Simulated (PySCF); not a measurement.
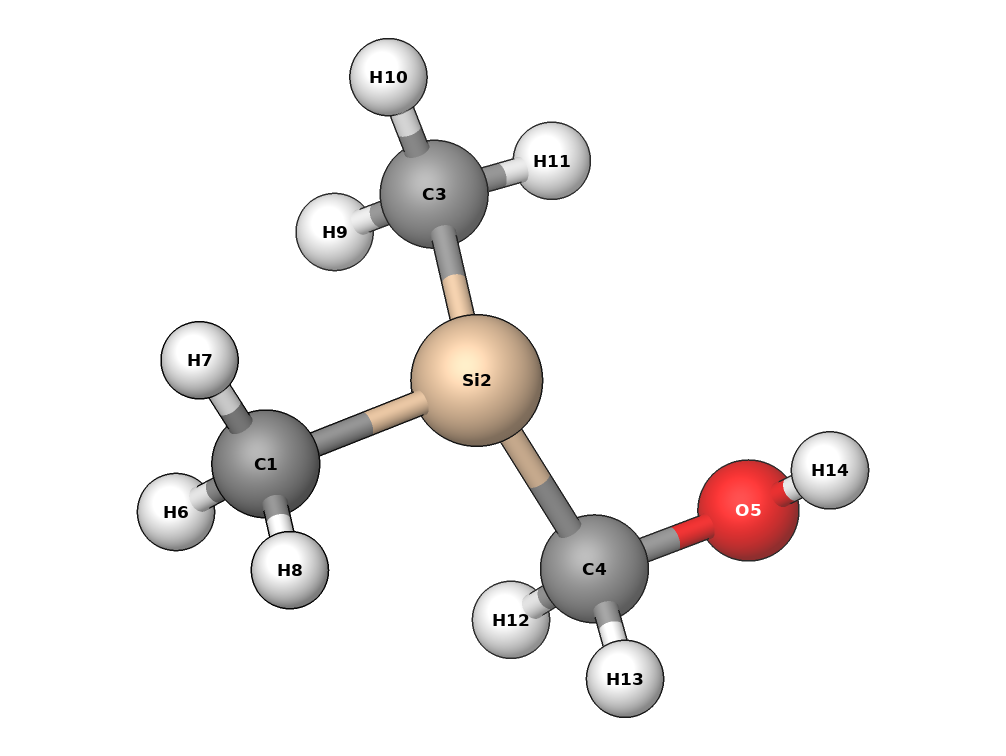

Charge 0, doublet. The computed structure is the end point of a GFN2-xTB optimisation. No frequency run is at hand to confirm it as a minimum. Level of theory: UKS B3LYP, pcH-1 on C H O Si, non-relativistic (PySCF 2.14.0). Fermi-contact and spin-dipolar terms alone, no spin-orbit part.

Question: Which nucleus has the largest dipolar (anisotropic) hyperfine coupling?

Answer: 29Si at Si2: principal values −164.2, 81.8, 82.4 MHz.

List the isotropic and dipolar parts for the most strongly coupled nuclei, one of each equivalent set.

```
atom  isotope  a_iso (MHz)  dipolar part (MHz)
 Si2     29Si       −448.2  −164.2, 81.8, 82.4
  C4      13C         26.1    −5.3, −5.0, 10.3
  C3      13C         35.2     −4.6, −4.3, 8.9
  C1      13C         26.0     −3.7, −3.5, 7.2
 H10       1H          3.7     −4.6, −2.6, 7.2
 H13       1H         −0.8     −4.5, −2.4, 6.9
 H11       1H         −1.2     −4.3, −2.3, 6.7
  H7       1H          3.2     −4.1, −2.5, 6.6
```

The geometry is semi-empirical. Around Si such bond lengths and angles can be off by a tenth of an ångström or more and by several degrees, and values that hang on the shape move with them.
